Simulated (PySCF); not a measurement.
H9NSi3, SMILES `[SiH3]N([SiH3])[SiH3]`.

Method: 6-31+G* basis; geometry: GFN2-xTB; program: PySCF. No frequency check shows the geometry to be a minimum.

The calculation's input:

```python
import numpy as np
from pyscf import gto, scf, mcscf

mol = gto.M(atom='''
Si     1.67659     0.46108    -0.01276
N      0.00033     0.00003     0.12861
Si    -1.23773     1.22120    -0.01269
Si    -0.43898    -1.68228    -0.01265
H      2.47439    -0.56744     0.65109
H      2.06327     0.56676    -1.42460
H      1.83589     1.75343     0.65110
H     -0.74555     2.42674     0.65101
H     -2.43622     0.71336     0.65119
H     -1.52360     1.50229    -1.42453
H     -0.54078    -2.07009    -1.42447
H     -1.72861    -1.85889     0.65119
H      0.60059    -2.46640     0.65114
''', basis='6-31+g*', charge=0, spin=0, verbose=4)
# stretch the bond between atoms 2 and 4, from long to short, fragments rigid
a, b, move = 1, 3, [3, 10, 11, 12]
xyz = mol.atom_coords(unit='Angstrom')
u = xyz[b] - xyz[a]
r0 = np.linalg.norm(u)
rows, last, dm_u = [], None, None
for r in [5.1, 4.0, 3.28, 2.82, 2.46, 2.18, 2.0, 1.82, 1.67]:
    new = xyz.copy()
    new[move] += u / r0 * (r - r0)
    m = mol.set_geom_(new, unit='Angstrom', inplace=False)
    rhf = scf.RHF(m).density_fit(auxbasis='def2-universal-jkfit').run()
    uhf = scf.UHF(m).density_fit(auxbasis='def2-universal-jkfit').newton()
    if dm_u is None:
        c = rhf.mo_coeff
        h = m.nelectron // 2 - 1
        ca, cb = c.copy(), c.copy()
        ca[:, h], cb[:, h] = (c[:, h] + c[:, h + 1]) / 2**.5, (c[:, h] - c[:, h + 1]) / 2**.5
        dm_u = np.array([x[:, :h + 1] @ x[:, :h + 1].T for x in (ca, cb)])
    uhf.kernel(dm0=dm_u)
    for _ in range(3):
        c, _, stable, _ = uhf.stability(return_status=True)
        if stable:
            break
        uhf.kernel(c, uhf.mo_occ)
    dm_u = uhf.make_rdm1()
    mc = mcscf.CASSCF(rhf, 2, 2)
    mc.natorb = True
    mc.fix_spin_(ss=0)
    guess = mcscf.addons.make_natural_orbitals(uhf)[1] if last is None else mcscf.project_init_guess(mc, last.mo_coeff, last.mol)
    mc.kernel(guess)
    last = mc
    act = slice(mc.ncore, mc.ncore + mc.ncas)
    print('r %.3f  RHF %.6f  UHF %.6f  <S^2> %.3f  CASSCF %.6f  occupations' % (r, rhf.e_tot, uhf.e_tot, uhf.spin_square()[0], mc.e_tot), mc.mo_occ[act].round(4))
    rows.append((new, rhf.e_tot, uhf.e_tot, uhf.spin_square()[0], mc.e_tot, mc.mo_occ[act], mc.mo_coeff[:, act], dm_u[0] - dm_u[1], rhf.converged and uhf.converged and mc.converged))
    np.savez('result.npz', **{k: [row[i] for row in rows] for i, k in enumerate('xyz rhf uhf s2 cas occ c spin ok'.split())})
```

Launched as:

```sh
OMP_NUM_THREADS=1 python input.py
```

The run took 4.6 min on 1 thread of AMD EPYC 9R45 96-Core Processor (Zen 5), with other jobs on the host, peak memory 0.3 GiB.

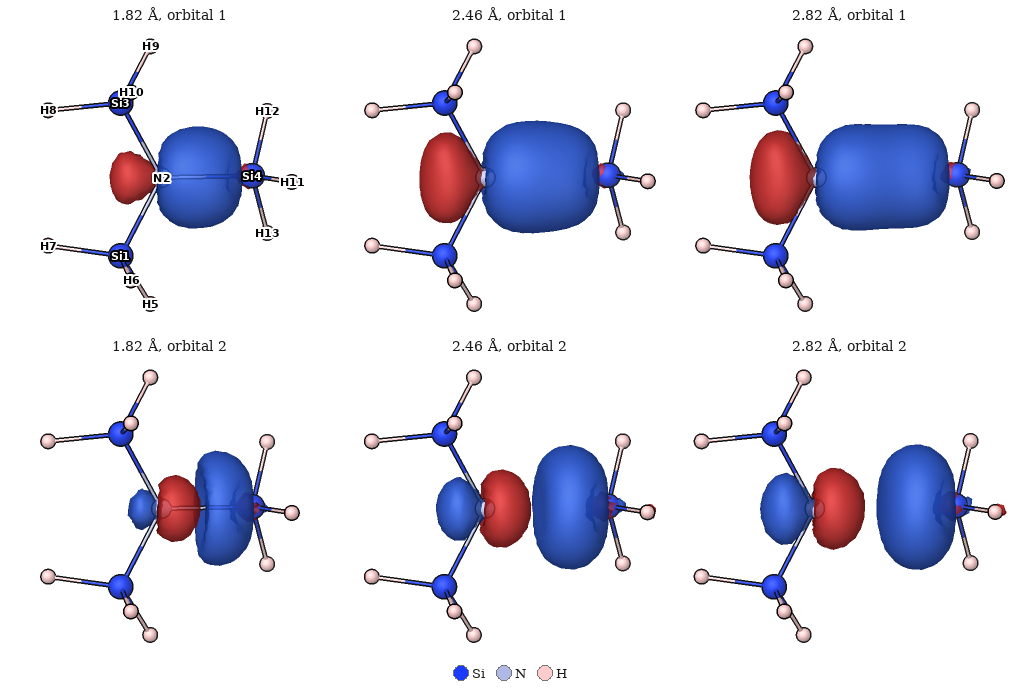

Rigid stretch of the N2–Si4 bond. The two CASSCF(2,2) natural orbitals nearest half filling (orbital 1 the more occupied).

Question: How do the occupations change along the stretch?

Answer: 1.82 Å: 1.98 and 0.02; 2.46 Å: 1.93 and 0.07; 2.82 Å: 1.84 and 0.16. At the longest distance computed (5.10 Å) they are 1.02 and 0.98, and the effective number of unpaired electrons is 2.0.

Question: Where does the UHF solution part from RHF?

Answer: Between 2.46 Å (⟨S²⟩ = 0, the two coincide) and 2.82 Å (⟨S²⟩ = 0.65); at 5.10 Å ⟨S²⟩ is 1.01 and UHF lies 4.3 eV below RHF.

Question: How much energy does the stretch cost?

Answer: By CASSCF, 4.1 eV from the lowest point of the scan (1.82 Å) to 5.10 Å; RHF gives 7.8 eV from its own lowest point. The fragments aren't relaxed and dynamic correlation is missing, so this isn't a bond dissociation energy.
